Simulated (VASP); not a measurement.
# SiO2 (Stishovite) with PBE + D3(BJ): from relaxation to properties, part 2 of 4

Wanted: the relaxed cell of SiO2 (Stishovite) and its properties. The start is a cell from a database of measured crystal structures.

VASP 6.6.1; PBE with D3(BJ); plane waves and PAW (Si, O).

So far, gap on the k-mesh (eV): step 2 (full relaxation (PBE + D3(BJ))) 5.26. The relaxed cell has a = 4.202, c = 2.686 Å (conventional setting).

### 4. Density, ELF and potential (PBE + D3(BJ))

A single point on the relaxed cell gives a clean self-consistent state, with density, ELF and potential written out.

Contents of INCAR:

```
SYSTEM = SiO2
PREC = Accurate
ENCUT = 520
EDIFF = 1E-06
NELM = 100
ISMEAR = 0
SIGMA = 0.05
LREAL = .FALSE.
ALGO = Normal
GGA = PE
IVDW = 12
NBANDS = 22
LORBIT = 11
LWAVE = .FALSE.
LCHARG = .TRUE.
ISIF = 2
LELF = .TRUE.
LVHAR = .TRUE.
```

Contents of POSCAR:

```
SiO2
1.0
    4.2020487886      0.0000000000      0.0000000000
    0.0000000000      4.2020487886      0.0000000000
    0.0000000000      0.0000000000      2.6855160013
Si O
2 4
Direct
    0.0000000000      0.0000000000      0.0000000000
    0.5000000000      0.5000000000      0.5000000000
    0.3060211004      0.3060211004      0.0000000000
    0.1939788996      0.8060211004      0.5000000000
    0.6939788996      0.6939788996      0.0000000000
    0.8060211004      0.1939788996      0.5000000000
```

Contents of KPOINTS:

```
Automatic mesh
0
Gamma
5 5 8
0 0 0
```

The projector-augmented-wave data sets are Si and O (PBE family, release 64).

The run is started by

```console
mpirun -np 4 vasp_std
```

The log of the run:

```text
[banner, memory and clock lines left out]
running    4 mpi-ranks, on    1 nodes
 distrk:  each k-point on    4 cores,    1 groups
 distr:  one band on    1 cores,    4 groups

 POSCAR found type information on POSCAR SiO
 POSCAR found :  2 types and       6 ions
 LDA part: xc-table for (Slater+PW92), standard interpolation
|                                                                             |
|           W    W    AA    RRRRR   N    N  II  N    N   GGGG   !!!           |
|           W    W   A  A   R    R  NN   N  II  NN   N  G    G  !!!           |
|           W    W  A    A  R    R  N N  N  II  N N  N  G       !!!           |
|           W WW W  AAAAAA  RRRRR   N  N N  II  N  N N  G  GGG   !            |
|           WW  WW  A    A  R   R   N   NN  II  N   NN  G    G                |
|           W    W  A    A  R    R  N    N  II  N    N   GGGG   !!!           |
|                                                                             |
|     The number of bands has been changed from the values supplied in        |
|     The orbitals not found in the WAVECAR file will be initialized with     |
|     random numbers, which is usually adequate. For correlated               |
|     calculations, however, you should redo the groundstate calculation.     |
|     I found NBANDS = 22. Now, NBANDS = 24.                                  |
|                                                                             |

 POSCAR, INCAR and KPOINTS ok, starting setup
 FFT: planning ... GRIDC
 FFT: planning ... GRID_SOFT
 FFT: planning ... GRID
 WAVECAR not read
 entering main loop
       N       E                     dE             d eps       ncg     rms          rms(c)
DAV:   1     0.133399874076E+03    0.13340E+03   -0.17729E+04  1448   0.128E+03
DAV:   2    -0.444053665857E+02   -0.17781E+03   -0.16960E+03  1896   0.282E+02
DAV:   3    -0.508655080307E+02   -0.64601E+01   -0.64351E+01  1920   0.520E+01
DAV:   4    -0.509081672964E+02   -0.42659E-01   -0.42655E-01  1584   0.496E+00
DAV:   5    -0.509085245684E+02   -0.35727E-03   -0.35717E-03  1912   0.427E-01    0.173E+01
DAV:   6    -0.462307367331E+02    0.46778E+01   -0.14371E+01  1792   0.254E+01    0.784E+00
DAV:   7    -0.462762460891E+02   -0.45509E-01   -0.79315E-01  1760   0.510E+00    0.290E+00
DAV:   8    -0.462895076710E+02   -0.13262E-01   -0.27634E-02  1800   0.144E+00    0.108E+00
DAV:   9    -0.462959172825E+02   -0.64096E-02   -0.98270E-03  1800   0.862E-01    0.260E-01
DAV:  10    -0.462961272536E+02   -0.20997E-03   -0.48497E-04  1808   0.163E-01    0.427E-02
DAV:  11    -0.462961038021E+02    0.23451E-04   -0.91260E-05  1784   0.684E-02    0.755E-03
DAV:  12    -0.462961045666E+02   -0.76454E-06   -0.56414E-06  1776   0.172E-02
   1 F= -.47711863E+02 E0= -.47711863E+02  d E =-.229513E-14
```

Run time: 3.2 s. Hardware: 4 MPI ranks of Intel Xeon 6975P-C (Granite Rapids), shared host; peak memory 0.51 GiB; 11 s of CPU time.

Parts of OUTCAR (step 4):

```text
 Found     30 irreducible k-points:

   k-points           NKPTS =     30   k-points in BZ     NKDIM =     30   number of bands    NBANDS=     24

   NELECT =      32.0000    total number of electrons

 E-fermi :   8.2577

 k-point     1 :       0.0000    0.0000    0.0000
  band No.  band energies     occupation
    ...
     12       4.8963      2.00000
     13       5.4840      2.00000
     14       7.1337      2.00000
     15       7.1337      2.00000
     16       8.0085      2.00000
     17      13.2719      0.00000
     18      14.6066      0.00000
     19      16.3288      0.00000
     20      16.3288      0.00000
     21      19.0773      0.00000
    ...

 k-point     2 :       0.2000    0.0000    0.0000
  band No.  band energies     occupation
    ...
     12       4.9837      2.00000
     13       5.5384      2.00000
     14       6.3218      2.00000
     15       7.0673      2.00000
     16       7.7058      2.00000
     17      13.8939      0.00000
     18      14.9380      0.00000
     19      16.4375      0.00000
     20      16.4530      0.00000
     21      19.5892      0.00000
    ...

 Edisp (eV)   -1.41576

  Total      -0.00392    -0.00392    -0.03361    -0.00000     0.00000     0.00000
  in kB      -0.13244    -0.13244    -1.13553    -0.00000     0.00000     0.00000
  external pressure =       -0.47 kB  Pullay stress =        0.00 kB

 POSITION                                       TOTAL-FORCE (eV/Angst)
 -----------------------------------------------------------------------------------
      0.00000      0.00000      0.00000         0.000000      0.000000      0.000000
      2.10102      2.10102      1.34276         0.000000      0.000000      0.000000
      1.28592      1.28592      0.00000         0.001490      0.001490      0.000000
      0.81511      3.38694      1.34276        -0.001490      0.001490      0.000000
      2.91613      2.91613      0.00000        -0.001490     -0.001490     -0.000000
      3.38694      0.81511      1.34276         0.001490     -0.001490     -0.000000
 -----------------------------------------------------------------------------------
    total drift:                                0.000000      0.000000     -0.000000

  FREE ENERGIE OF THE ION-ELECTRON SYSTEM (eV)
  ---------------------------------------------------
  free  energy   TOTEN  =       -47.7118625240 eV

  energy  without entropy=      -47.7118625240  energy(sigma->0) =      -47.71186252

[... 9 parts as in an earlier step ...]

[... 5 further parts left out ...]
```

This step gave:

```yaml
electronic_steps: 12
bands: 24
fermi_energy: 8.258 eV
pressure: -0.04668 GPa
```

Valence electrons inside each PAW sphere by angular momentum. Sphere charges, by row:

```csv
atom,s (e),p (e),d (e),tot (e)
Si1,0.585,0.859,0,1.445
Si2,0.585,0.859,0,1.445
O3,1.549,3.679,0,5.228
O4,1.549,3.679,0,5.228
O5,1.549,3.679,0,5.228
O6,1.549,3.679,0,5.228
```

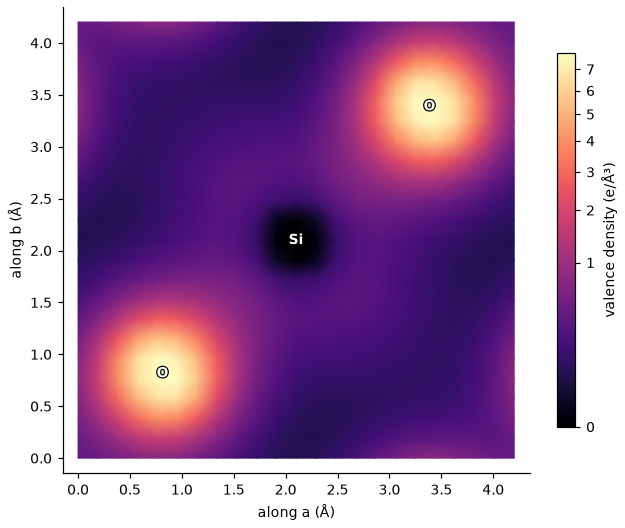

Valence density in the ab plane at fractional z = 0.000, with atoms of Si and O within 0.2 Å of it. It is the smooth field of the valence electrons, not physical close to the nuclei. The map starts off the cell's origin, so that atoms lie inside it. The colour scale is stretched toward low values.

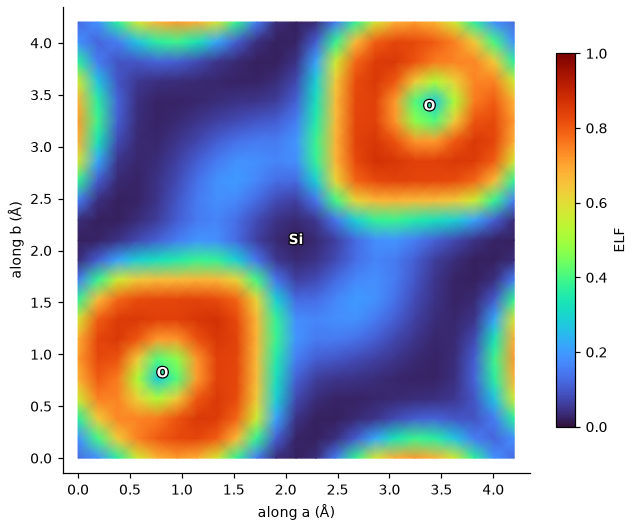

ELF in the ab plane at fractional z = 0.000, with atoms of Si and O within 0.2 Å of it. It is the smooth field of the valence electrons, not physical close to the nuclei. The map starts off the cell's origin, so that atoms lie inside it.

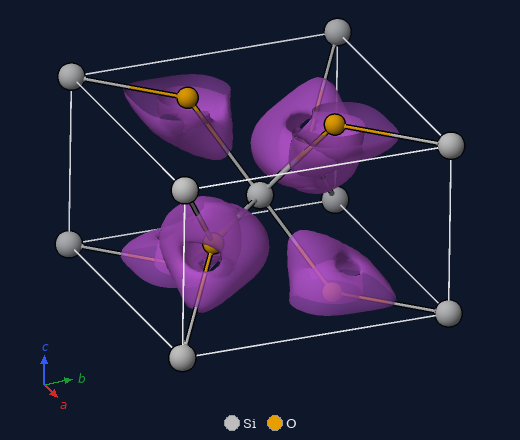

Surface of ELF = 0.79.

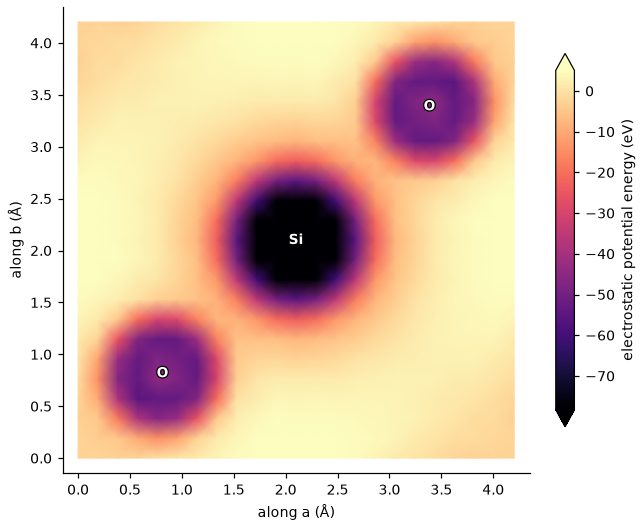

Electrostatic potential energy in the ab plane at fractional z = 0.000, with atoms of Si and O within 0.2 Å of it. With pseudopotentials it is smooth inside the atoms' cores, unlike the true potential. The map starts off the cell's origin, so that atoms lie inside it.

In this run the pressure is -0.05 GPa, small enough to go on.

### 5. Band structure (PBE + D3(BJ))

The mesh alone shows little of the dispersion and can miss band extrema, so KPOINTS_OPT adds a path through the symmetry points after the self-consistent cycle.

Contents of INCAR:

```
SYSTEM = SiO2
PREC = Accurate
ENCUT = 520
EDIFF = 1E-06
NELM = 100
ISMEAR = 0
SIGMA = 0.05
LREAL = .FALSE.
ALGO = Normal
GGA = PE
IVDW = 12
NBANDS = 32
LORBIT = 11
LWAVE = .FALSE.
LCHARG = .FALSE.
KPAR = 4
```

POSCAR is that of step 4.

KPOINTS is that of step 4.

Contents of KPOINTS_OPT:

```
Line mode
16
Line-mode
Reciprocal
  0.00000000   0.00000000   0.00000000 GAMMA
  0.00000000   0.50000000   0.00000000 X

  0.00000000   0.50000000   0.00000000 X
  0.50000000   0.50000000   0.00000000 M

  0.50000000   0.50000000   0.00000000 M
  0.00000000   0.00000000   0.00000000 GAMMA

  0.00000000   0.00000000   0.00000000 GAMMA
  0.00000000   0.00000000   0.50000000 Z

  0.00000000   0.00000000   0.50000000 Z
  0.00000000   0.50000000   0.50000000 R

  0.00000000   0.50000000   0.50000000 R
  0.50000000   0.50000000   0.50000000 A

  0.50000000   0.50000000   0.50000000 A
  0.00000000   0.00000000   0.50000000 Z

  0.00000000   0.50000000   0.00000000 X
  0.00000000   0.50000000   0.50000000 R

  0.50000000   0.50000000   0.00000000 M
  0.50000000   0.50000000   0.50000000 A
```

The run is started by

```console
mpirun -np 4 vasp_std
```

The log of the run:

```text
[... set-up lines as in an earlier step ...]
 entering main loop
       N       E                     dE             d eps       ncg     rms          rms(c)
DAV:   1     0.120869252606E+03    0.12087E+03   -0.16915E+04  1936   0.961E+02
DAV:   2    -0.449255380135E+02   -0.16579E+03   -0.15948E+03  2368   0.241E+02
DAV:   3    -0.508814929959E+02   -0.59560E+01   -0.59303E+01  2344   0.406E+01
DAV:   4    -0.509083766929E+02   -0.26884E-01   -0.26882E-01  2152   0.317E+00
DAV:   5    -0.509085284488E+02   -0.15176E-03   -0.15176E-03  2336   0.224E-01    0.173E+01
DAV:   6    -0.462467253458E+02    0.46618E+01   -0.84885E+00  2008   0.191E+01    0.781E+00
DAV:   7    -0.462746433869E+02   -0.27918E-01   -0.51466E-01  2304   0.398E+00    0.291E+00
DAV:   8    -0.462890918011E+02   -0.14448E-01   -0.15365E-02  2056   0.101E+00    0.106E+00
DAV:   9    -0.462958599376E+02   -0.67681E-02   -0.79695E-03  2232   0.636E-01    0.275E-01
DAV:  10    -0.462960969310E+02   -0.23699E-03   -0.35644E-04  2200   0.108E-01    0.577E-02
DAV:  11    -0.462961038175E+02   -0.68865E-05   -0.26996E-05  2232   0.403E-02    0.579E-03
DAV:  12    -0.462961046489E+02   -0.83133E-06   -0.31378E-06  2224   0.116E-02
   1 F= -.47711863E+02 E0= -.47711863E+02  d E =-.439612E-18
 Start KPOINTS_OPT (optional k-point list driver)
k-point batch [1-30\144]
       N       E                     dE             ncg
DAV:   1     0.489643254555E+04   -0.99787E+04     1952
DAV:   2     0.438738836359E+02   -0.48526E+04     2344
DAV:   3    -0.134577065407E+03   -0.17845E+03     2440
DAV:   4    -0.135449492306E+03   -0.87243E+00     2112
DAV:   5    -0.135454939700E+03   -0.54474E-02     2320
DAV:   6    -0.135455001002E+03   -0.61301E-04     2216
DAV:   7    -0.135455001886E+03   -0.88451E-06     1944
[...]
k-point batch [121-144\144]
       N       E                     dE             ncg
DAV:   1     0.841974524758E+04   -0.25582E+05     1544
DAV:   2     0.461450594501E+04   -0.38052E+04     1888
DAV:   3     0.447658614982E+04   -0.13792E+03     1880
DAV:   4     0.447591964820E+04   -0.66650E+00     1640
DAV:   5     0.447591549338E+04   -0.41548E-02     1808
DAV:   6     0.447591544995E+04   -0.43429E-04     1656
DAV:   7     0.447591544940E+04   -0.54359E-06     1448
```

Wall time 9.8 s (4 MPI ranks); peak memory 0.79 GiB.

Parts of OUTCAR (step 5):

```text
   k-points           NKPTS =     30   k-points in BZ     NKDIM =     30   number of bands    NBANDS=     32

   NELECT =      32.0000    total number of electrons

 E-fermi :   8.2974

 k-point     1 :       0.0000    0.0000    0.0000
  band No.  band energies     occupation
    ...
     12       4.8962      2.00000
     13       5.4840      2.00000
     14       7.1337      2.00000
     15       7.1337      2.00000
     16       8.0084      2.00000
     17      13.2718      0.00000
     18      14.6066      0.00000
     19      16.3288      0.00000
     20      16.3288      0.00000
     21      19.0773      0.00000
    ...

 Edisp (eV)   -1.41576

  Total      -0.00317    -0.00317    -0.03302     0.00000     0.00000     0.00000
  in kB      -0.10705    -0.10705    -1.11557     0.00000     0.00000     0.00000
  external pressure =       -0.44 kB  Pullay stress =        0.00 kB

 POSITION                                       TOTAL-FORCE (eV/Angst)
 -----------------------------------------------------------------------------------
      0.00000      0.00000      0.00000        -0.000000      0.000000     -0.000000
      2.10102      2.10102      1.34276        -0.000000      0.000000     -0.000000
      1.28592      1.28592      0.00000         0.001654      0.001654     -0.000000
      0.81511      3.38694      1.34276        -0.001654      0.001654     -0.000000
      2.91613      2.91613      0.00000        -0.001654     -0.001654      0.000000
      3.38694      0.81511      1.34276         0.001654     -0.001654      0.000000
 -----------------------------------------------------------------------------------
    total drift:                                0.000000      0.000000     -0.000000

  FREE ENERGIE OF THE ION-ELECTRON SYSTEM (eV)
  ---------------------------------------------------
  free  energy   TOTEN  =       -47.7118626062 eV

  energy  without entropy=      -47.7118626062  energy(sigma->0) =      -47.71186261

[... 9 parts as in an earlier step ...]

[... 7 further parts left out ...]
```

Numbers from this step:

* bands: 32
* Fermi energy: 8.297 eV
* pressure: -0.04432 GPa
* least gap on mesh and path: 5.263 eV
* least direct gap on mesh and path: 5.263 eV

Electronic bands along the path, in eV, zero at the valence-band top; v1 is the highest filled band, c1 the lowest empty one:

```csv
point,v4,v3,v2,v1,c1,c2,c3,c4
Γ,-2.52,-0.87,-0.87,0.00,5.26,6.60,8.32,8.32
X,-2.68,-2.68,-1.05,-1.05,7.47,7.47,8.92,8.92
M,-2.64,-2.64,-2.22,-2.22,7.18,7.18,9.87,9.87
Γ,-2.52,-0.87,-0.87,0.00,5.26,6.60,8.32,8.32
Z,-3.00,-3.00,-2.62,-2.62,8.84,8.84,12.45,12.45
R,-2.25,-2.25,-1.72,-1.72,8.58,8.58,9.66,9.66
A,-1.73,-1.73,-1.52,-1.52,6.95,6.95,10.88,10.88
Z,-3.00,-3.00,-2.62,-2.62,8.84,8.84,12.45,12.45
jump to X,-2.68,-2.68,-1.05,-1.05,7.47,7.47,8.92,8.92
R,-2.25,-2.25,-1.72,-1.72,8.58,8.58,9.66,9.66
jump to M,-2.64,-2.64,-2.22,-2.22,7.18,7.18,9.87,9.87
A,-1.73,-1.73,-1.52,-1.52,6.95,6.95,10.88,10.88
```

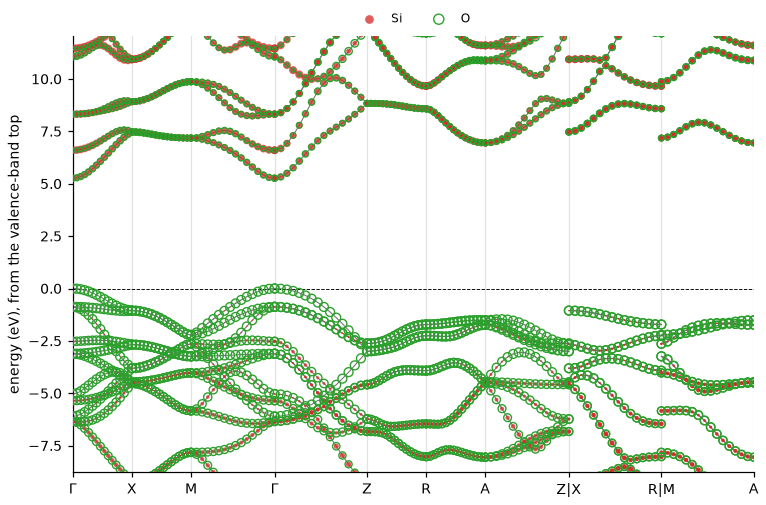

Electronic bands along the path; dots are coloured as in the legend, and their area grows with the weight.

The path finds the gap of the mesh within 0.02 eV, so the mesh comes close to both band edges.

### 6. Density of states (PBE + D3(BJ))

A density of states needs more k-points than a total energy; ISMEAR = -5 takes tetrahedra, and LORBIT projects the states on the PAW spheres. The mesh is finer than in the run before.

INCAR: that of step 5 with these lines changed.

```diff
@@ -5,3 +5,3 @@
 NELM = 100
-ISMEAR = 0
+ISMEAR = -5
 SIGMA = 0.05
@@ -16 +16,2 @@
 KPAR = 4
+NEDOS = 2001
```

POSCAR is that of step 5.

Contents of KPOINTS:

```
Automatic mesh
0
Gamma
8 8 12
0 0 0
```

The run is started by

```console
mpirun -np 4 vasp_std
```

The log of the run:

```text
[... set-up lines as in an earlier step ...]
 entering main loop
       N       E                     dE             d eps       ncg     rms          rms(c)
DAV:   1     0.116116068304E+03    0.11612E+03   -0.16876E+04  6832   0.960E+02
DAV:   2    -0.453014675672E+02   -0.16142E+03   -0.15516E+03  8208   0.240E+02
DAV:   3    -0.508834715561E+02   -0.55820E+01   -0.55572E+01  8192   0.393E+01
DAV:   4    -0.509085434873E+02   -0.25072E-01   -0.25070E-01  7512   0.305E+00
DAV:   5    -0.509086876412E+02   -0.14415E-03   -0.14415E-03  8104   0.217E-01    0.173E+01
DAV:   6    -0.462470328888E+02    0.46617E+01   -0.84854E+00  6864   0.191E+01    0.781E+00
DAV:   7    -0.462748399923E+02   -0.27807E-01   -0.51321E-01  7944   0.398E+00    0.291E+00
DAV:   8    -0.462892907494E+02   -0.14451E-01   -0.15340E-02  7192   0.101E+00    0.106E+00
DAV:   9    -0.462960583348E+02   -0.67676E-02   -0.79605E-03  7544   0.636E-01    0.275E-01
DAV:  10    -0.462962951230E+02   -0.23679E-03   -0.35557E-04  7784   0.107E-01    0.583E-02
DAV:  11    -0.462963023071E+02   -0.71840E-05   -0.27015E-05  7448   0.404E-02    0.579E-03
DAV:  12    -0.462963031346E+02   -0.82759E-06   -0.31428E-06  7952   0.116E-02
   1 F= -.47712061E+02 E0= -.47712061E+02  d E =0.000000E+00
```

The job ended after 9.4 s (4 MPI ranks; peak memory 0.97 GiB; 36 s of CPU time).

OUTCAR, selected parts (step 6):

```text
   k-points           NKPTS =    105   k-points in BZ     NKDIM =    105   number of bands    NBANDS=     32

   NELECT =      32.0000    total number of electrons

 E-fermi :   8.0317

 k-point     2 :       0.1250    0.0000    0.0000
  band No.  band energies     occupation
    ...
     12       4.9312      2.00000
     13       5.5208      2.00000
     14       6.7892      2.00000
     15       7.1066      2.00000
     16       7.8864      2.00000
     17      13.5378      0.00000
     18      14.7407      0.00000
     19      16.3614      0.00000
     20      16.3743      0.00000
     21      19.3478      0.00000
    ...

 Edisp (eV)   -1.41576

  Total      -0.00287    -0.00287    -0.03324    -0.00000     0.00000     0.00000
  in kB      -0.09704    -0.09704    -1.12324    -0.00000     0.00000     0.00000
  external pressure =       -0.44 kB  Pullay stress =        0.00 kB

 POSITION                                       TOTAL-FORCE (eV/Angst)
 -----------------------------------------------------------------------------------
      0.00000      0.00000      0.00000        -0.000000     -0.000000      0.000000
      2.10102      2.10102      1.34276        -0.000000     -0.000000      0.000000
      1.28592      1.28592      0.00000         0.001674      0.001674      0.000000
      0.81511      3.38694      1.34276        -0.001674      0.001674      0.000000
      2.91613      2.91613      0.00000        -0.001674     -0.001674      0.000000
      3.38694      0.81511      1.34276         0.001674     -0.001674      0.000000
 -----------------------------------------------------------------------------------
    total drift:                                0.000000      0.000000     -0.000000

  FREE ENERGIE OF THE ION-ELECTRON SYSTEM (eV)
  ---------------------------------------------------
  free  energy   TOTEN  =       -47.7120610920 eV

  energy  without entropy=      -47.7120610920  energy(sigma->0) =      -47.71206109

[... 10 parts as in an earlier step ...]

[... 6 further parts left out ...]
```

Numbers from this step:

```yaml
irreducible_k_points: 105
fermi_energy: 8.032 eV
pressure: -0.04391 GPa
```

The density of states has structure finer than the step of the table below, so its rows give means over 2 eV, whole bins alone (the curve runs from -12.0 to 12.4 eV). Peaks (eV: height): total -3.5: 4.82, -2.3: 4.02, -1.6: 4.97, 12.3: 3.47; O p -3.5: 3.30, -2.3: 2.84, -1.6: 3.71, 7.7: 0.535; Si s -9.9: 0.450, 7.7: 0.934; Si p -6.4: 0.343, 10.3: 0.703, 11.2: 0.745, 11.9: 0.708; O s -9.1: 0.0735, 7.7: 0.290, 10.3: 0.229, 11.2: 0.188.

States under -12.0 eV and over 12.4 eV are left out. Density of states against energy, zero at the valence-band top; means over each step; values in states/eV/cell:

```csv
energy (eV),total,O p,Si s,Si p,O s
-10,1.13,0.475,0.242,0.0540,0.0465
-8,1.60,0.776,0.111,0.171,0.0537
-6,2.54,1.39,0.0573,0.276,0.0548
-4,3.19,2.10,0.0188,0.164,0.0327
-2,3.21,2.34,0.00986,0.0398,0.0158
0,0.325,0.254,1.5e-4,0.00131,0.00183
2,0,0,0,0,0
4,0,0,0,0,0
6,0.168,0.0226,0.0635,0.00359,0.0355
8,1.78,0.338,0.545,0.130,0.177
10,1.68,0.243,0.107,0.413,0.144
```

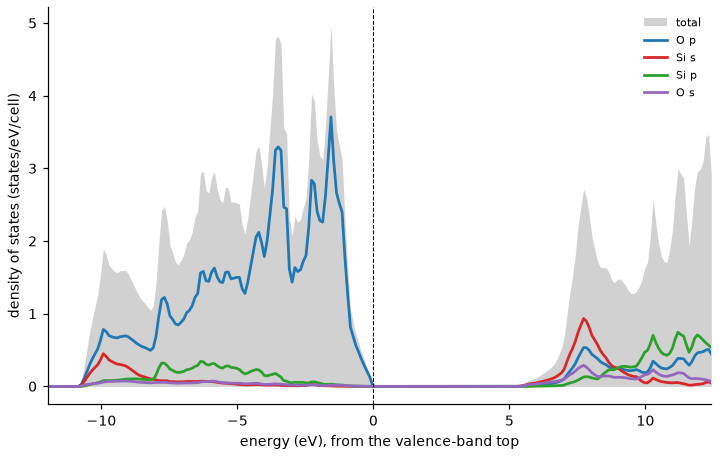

Density of states, plotted against energy.

The gap on this mesh is 5.26 eV. In the top eV of the valence band the largest shares in the PAW spheres are O p 78 %; in the lowest eV of the conduction band, Si s 40 %, O s 27 % and O p 10 %. The rest lies in smaller channels or between the spheres.

(Continued in part 3 of 4.)

[Lines on the potential files, build, host, timing and source positions are cut from VASP's logs without a mark.]

[Logs are printed without paths, hosts, clocks, repeated set-up lines and the standing remarks that a program may print on its own settings, such as how far it seeks lower states.]

[Hosts, paths, dates, database ids (printed as entryN), source tags and the programs' standing remarks are cut or masked in the printed files.]

[A measured line is paired with the nearest computed mode of its activity, which favours agreement.]
